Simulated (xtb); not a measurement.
**Run report: AlF3, energy and gradient calculation**

System: AlF3, SMILES [F][Al]([F])[F].
Method: GFN1-xTB (xtb 6.7.1 later snapshot).

The geometry comes from this level: GFN2-xTB.

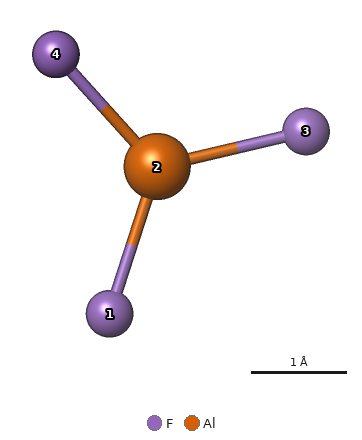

Figure 1. The structure (ball-and-stick view, seen at a tilt; atoms are numbered from 1 in the order of the input). Sticks mark near contacts.

The input (start.xyz):
```
4
AlF3
F      0.85317000    -0.73972000     1.17741000
Al    -0.00007000     0.00008000     0.00009000
F     -1.45506000    -0.58814000    -0.44535000
F      0.60196000     1.32778000    -0.73216000
```

Machine: 1 thread of Arm Neoverse V1, 24 GiB of memory available, shared host.

Run as:
```bash
xtb --gfn 1 --grad --acc 0.0001 -- start.xyz > start.out
```

What the program printed:
```
* xtb version 6.7.1
   ID    Z sym.   atoms
    1    9 F      1, 3, 4
    2   13 Al     2

           -------------------------------------------------
          |                Calculation Setup                |
           -------------------------------------------------

          program call               : xtb --gfn 1 --grad --acc 0.0001 -- start.xyz
          coordinate file            : start.xyz
          omp threads                :                     1

           -------------------------------------------------
          |                 G F N 1 - x T B                 |
           -------------------------------------------------

      * Hamiltonian:
        H0-scaling (s, p, d)           1.850000    2.250000    2.000000
        zeta-weighting                 0.000000
      * Dispersion:
        s8                             2.400000
        a1                             0.630000
        a2                             5.000000
        s9                             0.000000
      * Repulsion:
        kExp                           1.500000
        rExp                           1.000000
      * Coulomb:
        alpha                          2.000000
        third order                    atomic
        anisotropic                    false
      * Halogen bond correction:
        rad-scale                      1.300000
        damping                        0.440000

          ...................................................
          :                      SETUP                      :
          :.................................................:
          :  # basis functions                  22          :
          :  # atomic orbitals                  21          :
          :  # shells                            9          :
          :  # electrons                        24          :
          :  # halogen bonds                     0          :
          :  max. iterations                   250          :
          :  Hamiltonian                  GFN1-xTB          :
          :  restarted?                      false          :
          :  GBSA solvation                  false          :
          :  PC potential                    false          :
          :  electronic temp.          300.0000000     K    :
          :  accuracy                    0.0001000          :
          :  -> integral cutoff          0.6500000E+02      :
          :  -> integral neglect         0.1000000E-11      :
          :  -> SCF convergence          0.1000000E-09 Eh   :
          :  -> wf. convergence          0.2000000E-08 e    :
          :  Broyden damping             0.4000000          :
          :  net charge                          0          :
          :  unpaired electrons                  0          :
          ...................................................

 iter      E             dE          RMSdq      gap      omega  full diag
   1    -16.8996543 -0.168997E+02  0.689E+00    5.52       0.0  T
   2    -16.9144262 -0.147719E-01  0.349E+00    4.67       1.0  T
   3    -16.9101287  0.429756E-02  0.192E+00    5.30       1.0  T
   4    -16.9181235 -0.799486E-02  0.102E-02    4.91       4.9  T
   5    -16.9181242 -0.703184E-06  0.202E-03    4.91      24.7  T
   6    -16.9181242  0.339988E-09  0.721E-04    4.91      69.4  T
   7    -16.9181242 -0.357272E-08  0.137E-06    4.91   36536.9  T
   8    -16.9181242  0.355271E-14  0.298E-08    4.91  100000.0  T
   9    -16.9181242 -0.355271E-14  0.420E-09    4.91  100000.0  T
  10    -16.9181242  0.142109E-13  0.105E-10    4.91  100000.0  T

   *** convergence criteria satisfied after 10 iterations ***

         #    Occupation            Energy/Eh            Energy/eV
      -------------------------------------------------------------
         1        2.0000           -0.8657745             -23.5589
       ...           ...                  ...                  ...
         6        2.0000           -0.5711473             -15.5417
         7        2.0000           -0.5700345             -15.5114
         8        2.0000           -0.5529206             -15.0457
         9        2.0000           -0.5529199             -15.0457
        10        2.0000           -0.5445727             -14.8186
        11        2.0000           -0.5445722             -14.8186
        12        2.0000           -0.5443354             -14.8121 (HOMO)
        13                         -0.3638353              -9.9005 (LUMO)
        14                         -0.0907369              -2.4691
        15                         -0.0840296              -2.2866
        16                         -0.0840279              -2.2865
        17                         -0.0543714              -1.4795
       ...                                ...                  ...
        21                          0.4314856              11.7413
      -------------------------------------------------------------
                  HL-Gap            0.1805001 Eh            4.9117 eV
             Fermi-level           -0.4540854 Eh          -12.3563 eV

 SCC (total)                   0 d,  0 h,  0 min,  0.003 sec
 SCC setup                      ...        0 min,  0.000 sec (  1.747%)
 Dispersion                     ...        0 min,  0.000 sec (  0.703%)
 classical contributions        ...        0 min,  0.000 sec (  0.149%)
 integral evaluation            ...        0 min,  0.001 sec ( 23.479%)
 iterations                     ...        0 min,  0.001 sec ( 39.808%)
 molecular gradient             ...        0 min,  0.001 sec ( 29.912%)
 printout                       ...        0 min,  0.000 sec (  3.770%)

         :::::::::::::::::::::::::::::::::::::::::::::::::::::
         ::                     SUMMARY                     ::
         :::::::::::::::::::::::::::::::::::::::::::::::::::::
         :: total energy             -16.890278754974 Eh    ::
         :: gradient norm              0.010901800711 Eh/a0 ::
         :: HOMO-LUMO gap              4.911656997257 eV    ::
         ::.................................................::
         :: SCC energy               -16.918124216715 Eh    ::
         :: -> electrostatic           0.055221298197 Eh    ::
         :: repulsion energy           0.028359501444 Eh    ::
         :: dispersion energy         -0.000514039703 Eh    ::
         :: halogen bond corr.         0.000000000000 Eh    ::
         :: add. restraining           0.000000000000 Eh    ::
         :: total charge               0.000000000000 e     ::
         :::::::::::::::::::::::::::::::::::::::::::::::::::::

           -------------------------------------------------
          |                Property Printout                |
           -------------------------------------------------

    * Orbital Energies and Occupations

         #    Occupation            Energy/Eh            Energy/eV
      -------------------------------------------------------------
         1        2.0000           -0.8657745             -23.5589
         2        2.0000           -0.8657734             -23.5589
         3        2.0000           -0.8329491             -22.6657
         4        2.0000           -0.5907319             -16.0746
         5        2.0000           -0.5711475             -15.5417
         6        2.0000           -0.5711473             -15.5417
         7        2.0000           -0.5700345             -15.5114
         8        2.0000           -0.5529206             -15.0457
         9        2.0000           -0.5529199             -15.0457
        10        2.0000           -0.5445727             -14.8186
        11        2.0000           -0.5445722             -14.8186
        12        2.0000           -0.5443354             -14.8121 (HOMO)
        13                         -0.3638353              -9.9005 (LUMO)
        14                         -0.0907369              -2.4691
        15                         -0.0840296              -2.2866
        16                         -0.0840279              -2.2865
        17                         -0.0543714              -1.4795
        18                         -0.0205985              -0.5605
        19                         -0.0205973              -0.5605
        20                          0.4314746              11.7410
        21                          0.4314856              11.7413
      -------------------------------------------------------------
                  HL-Gap            0.1805001 Eh            4.9117 eV
             Fermi-level           -0.4540854 Eh          -12.3563 eV

  Mulliken/CM5 charges         n(s)   n(p)   n(d)
     1     -0.27833 -0.26208   1.776  5.503  0.000
     2      0.83499  0.78623   0.700  0.953  0.513
     3     -0.27833 -0.26208   1.776  5.503  0.000
     4     -0.27833 -0.26208   1.776  5.503  0.000

Wiberg/Mayer (AO) data.
largest (>0.10) Wiberg bond orders for each atom

 ---------------------------------------------------------------------------
     #   Z sym  total        # sym  WBO       # sym  WBO       # sym  WBO
 ---------------------------------------------------------------------------
     1   9      1.253 --     2      1.154
     2  13      3.463 --     3      1.154     1      1.154     4      1.154
     3   9      1.253 --     2      1.154
     4   9      1.253 --     2      1.154
 ---------------------------------------------------------------------------

Topologies differ in total number of bonds
Writing topology from bond orders to xtbtopo.mol

 dipole moment from electron density (au)
     X       Y       Z
  -0.0003   0.0003   0.0004  total (Debye):    0.001

           -------------------------------------------------
          | TOTAL ENERGY              -16.890278754974 Eh   |
          | GRADIENT NORM               0.010901800711 Eh/α |
          | HOMO-LUMO GAP               4.911656997257 eV   |
           -------------------------------------------------

------------------------------------------------------------------------
------------------------------------------------------------------------
 total:
 *  cpu-time:     0 d,  0 h,  0 min,  0.007 sec
 * ratio c/w:     1.000 speedup
 SCF:
 *  cpu-time:     0 d,  0 h,  0 min,  0.003 sec
 * ratio c/w:     1.000 speedup
```

Standard error:
```
normal termination of xtb
```

Results in brief:

| quantity | value |
| --- | --- |
| outcome | converged |
| electrons treated | 24 |
| total energy | −16.890279 hartree |
| dispersion energy | −0.000514 hartree |
| basis functions | 22 |
| largest force | 0.324 eV/Å |
| HOMO | −14.81 eV |
| LUMO | −9.90 eV |
| dipole moment | 0.00 D |
| peak memory | 0.076 GiB |

Notes:

Settings chosen away from the usual ones: method = gfn1-xtb; task = gradient; x = {"accuracy": 0.0001}.
